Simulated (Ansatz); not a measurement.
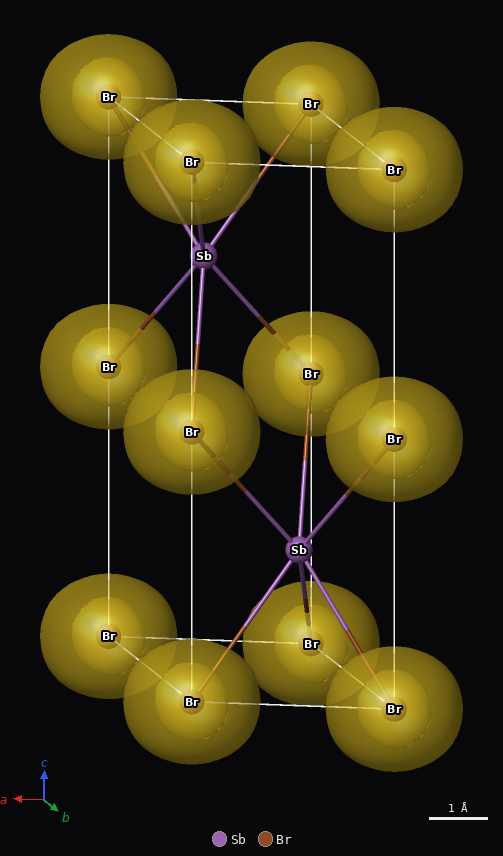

*SbBr. Isosurface of the ELF at 0.75 (yellow), seen at an oblique angle. Only the valence region is drawn (cores and ρ < 0.01 e/Å³ removed). Sticks mark near contacts.*

Space group P6₃/mmc; a structure generated by program, which may or may not match a known phase.

Computed with Ansatz, DFT PBE, scalar-relativistic, plane waves, PAW.

Core electrons are frozen (PAW), and the valence fields are smoothed inside the atomic spheres.

> What do the ELF domains correspond to?

The ELF exceeds this value in two regions wrapped around Br (the valence shell of each), counted in one cell of 4 atoms. Regions shared between cells count once. Along the contacts the grid gives the following. Sb–Br (3.22 Å): the ELF is about 0.25 at the midpoint.
